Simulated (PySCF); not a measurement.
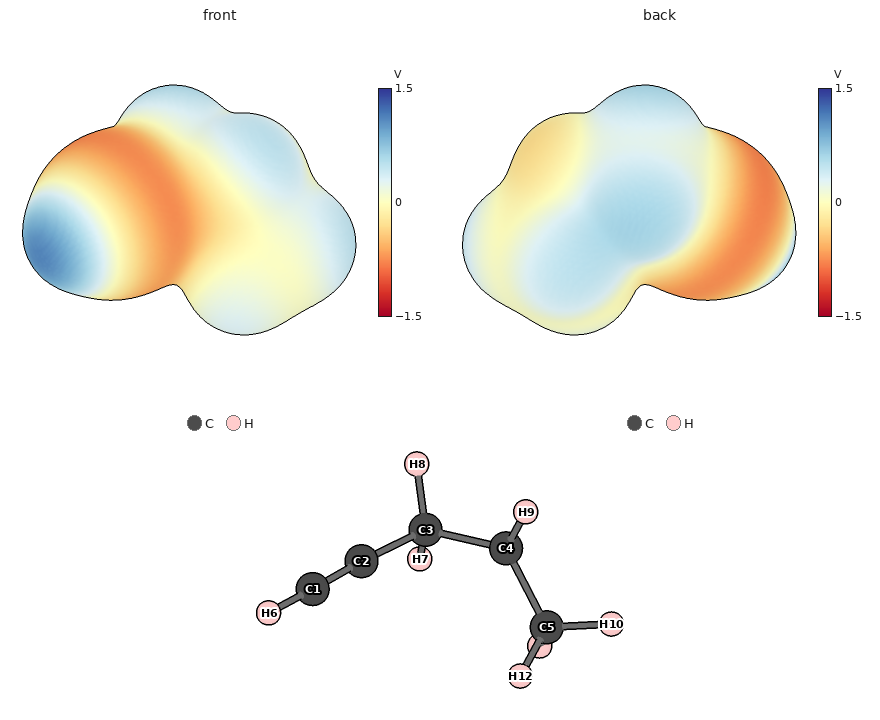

Figure. C5H7 (SMILES C#CC[CH]C) (doublet). The electrostatic potential painted on the density surface at 0.001 e/bohr³, seen from the front and from behind; the colour scale runs from red (negative) to blue (positive). The bare structure is drawn below in the same view.

Geometry: GFN2-xTB.

Computed with PySCF 2.14.0, density-fitted response routines, UKS B3LYP, pcH-1 on C H, non-relativistic, mean-field spin-orbit, GIAO.

Input file:

```
{"job": {"kind": "epr", "basis": "pcH-1"}, "charge": 0, "multiplicity": 2}
C      2.419007     0.123991    -0.824963
C      1.424507    -0.462337    -0.507325
C      0.180705    -1.088608    -0.072680
C     -0.556680    -0.135777     0.798208
C     -1.468146     0.869543     0.215426
H      3.299381     0.613321    -1.118610
H     -0.409954    -1.344558    -0.958000
H      0.428524    -2.007849     0.468449
H     -0.207259     0.002266     1.807708
H     -2.150903     1.261551     0.967775
H     -2.045418     0.444169    -0.606402
H     -0.912565     1.723602    -0.195613
```

Launched as:

```sh
OMP_NUM_THREADS=1 python probes_run.py task.json out
```

Question: Where is the surface potential most negative and most positive?

Answer: The most negative region (about −0.8 V, or −18 kcal/mol for a unit charge) lies over C1 and C2, the most positive (about +1.1 V, or +25 kcal/mol for a unit charge) over H6.
